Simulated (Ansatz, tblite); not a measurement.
Potential energy curve for K(OtBu), SMILES CC(C)(C)[O][K] (C₄H₉KO). The C3–C12 bond (C3 also carries C, C, O; C12 carries H, H, H) is stretched with both fragments frozen at the PBE0/def2-SVP optimised geometry.

```
15

K     -0.0004     3.3748    -1.2493
O      0.0000     1.2792    -0.4760
C      0.0000     0.0000     0.0000
C     -1.2513    -0.7558    -0.4897
C      1.2519    -0.7555    -0.4897
H     -2.1565    -0.2290    -0.1459
H     -1.3000    -1.7992    -0.1324
H     -1.2663    -0.7656    -1.5919
H      2.1565    -0.2296    -0.1431
H      1.2681    -0.7609    -1.5919
H      1.2994    -1.7999    -0.1358
C      0.0000     0.0000     1.5421
H     -0.0038    -1.0132     1.9798
H     -0.8886     0.5400     1.9082
H      0.8921     0.5336     1.9089
```

Levels of theory: GFN2-xTB, 300 K electronic temperature (tblite); UKS-BLYP = unrestricted BLYP/def2-SVP run with Ansatz (a program for electronic structure); RKS-PBE = restricted PBE/def2-SVP (Ansatz); RKS-BLYP = Ansatz with restricted BLYP/def2-SVP; UKS-PBE0 = unrestricted PBE0/def2-SVP (Ansatz).

Energies are in eV, each relative to the lowest point of its own curve near equilibrium.

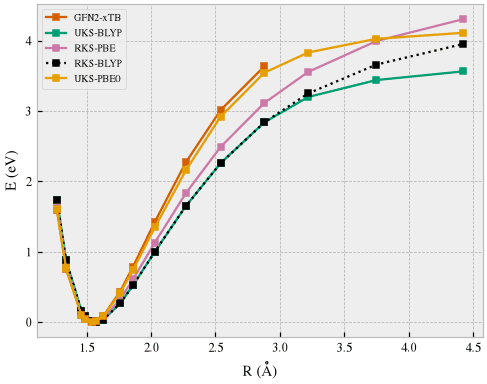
Figure: Energy against bond length for each method.

```json
[
 {"R / Å": "1.27", "GFN2-xTB": "1.586", "UKS-BLYP": "1.740", "RKS-PBE": "1.662", "RKS-BLYP": "1.740", "UKS-PBE0": "1.602"},
 {"R / Å": "1.34", "GFN2-xTB": "0.759", "UKS-BLYP": "0.880", "RKS-PBE": "0.818", "RKS-BLYP": "0.880", "UKS-PBE0": "0.764"},
 {"R / Å": "1.46", "GFN2-xTB": "0.099", "UKS-BLYP": "0.158", "RKS-PBE": "0.126", "RKS-BLYP": "0.158", "UKS-PBE0": "0.099"},
 {"R / Å": "1.49", "GFN2-xTB": "0.037", "UKS-BLYP": "0.079", "RKS-PBE": "0.056", "RKS-BLYP": "0.079", "UKS-PBE0": "0.038"},
 {"R / Å": "1.54", "GFN2-xTB": "0.000", "UKS-BLYP": "0.010", "RKS-PBE": "0.001", "RKS-BLYP": "0.010", "UKS-PBE0": "0.000"},
 {"R / Å": "1.57", "GFN2-xTB": "0.010", "UKS-BLYP": "0.000", "RKS-PBE": "0.000", "RKS-BLYP": "0.000", "UKS-PBE0": "0.009"},
 {"R / Å": "1.63", "GFN2-xTB": "0.088", "UKS-BLYP": "0.033", "RKS-PBE": "0.051", "RKS-BLYP": "0.033", "UKS-PBE0": "0.084"},
 {"R / Å": "1.76", "GFN2-xTB": "0.433", "UKS-BLYP": "0.265", "RKS-PBE": "0.321", "RKS-BLYP": "0.265", "UKS-PBE0": "0.410"},
 {"R / Å": "1.86", "GFN2-xTB": "0.787", "UKS-BLYP": "0.521", "RKS-PBE": "0.605", "RKS-BLYP": "0.521", "UKS-PBE0": "0.741"},
 {"R / Å": "2.03", "GFN2-xTB": "1.426", "UKS-BLYP": "1.001", "RKS-PBE": "1.130", "RKS-BLYP": "1.001", "UKS-PBE0": "1.346"},
 {"R / Å": "2.27", "GFN2-xTB": "2.269", "UKS-BLYP": "1.648", "RKS-PBE": "1.831", "RKS-BLYP": "1.648", "UKS-PBE0": "2.155"},
 {"R / Å": "2.54", "GFN2-xTB": "3.013", "UKS-BLYP": "2.258", "RKS-PBE": "2.489", "RKS-BLYP": "2.258", "UKS-PBE0": "2.920"},
 {"R / Å": "2.88", "GFN2-xTB": "3.637", "UKS-BLYP": "2.839", "RKS-PBE": "3.115", "RKS-BLYP": "2.839", "UKS-PBE0": "3.545"},
 {"R / Å": "3.22", "GFN2-xTB": "—", "UKS-BLYP": "3.199", "RKS-PBE": "3.556", "RKS-BLYP": "3.249", "UKS-PBE0": "3.831"},
 {"R / Å": "3.75", "GFN2-xTB": "—", "UKS-BLYP": "3.440", "RKS-PBE": "3.995", "RKS-BLYP": "3.660", "UKS-PBE0": "4.026"},
 {"R / Å": "4.42", "GFN2-xTB": "—", "UKS-BLYP": "3.562", "RKS-PBE": "4.304", "RKS-BLYP": "3.952", "UKS-PBE0": "4.111"}
]
```

At the longest distance, 4.42 Å, RKS-PBE lies highest above its minimum (4.304 eV) and UKS-BLYP lowest (3.562 eV).

A dash means that the run gave no value there, or that the column was ended at a point which the program doubted or which failed a test of continuity chosen for this set; such a test can also cut sound points.

The unrestricted determinant behind UKS-BLYP is spin-contaminated at 3.22 to 4.42 Å (<S²> up to 0.8, against 0.00 for a pure singlet). The restricted form behind RKS-PBE, RKS-BLYP keeps the bonding electrons paired and can't separate into open-shell fragments. The unrestricted determinant behind UKS-PBE0 is spin-contaminated at 2.88 to 4.42 Å (<S²> up to 1.0, against 0.00 for a pure singlet).
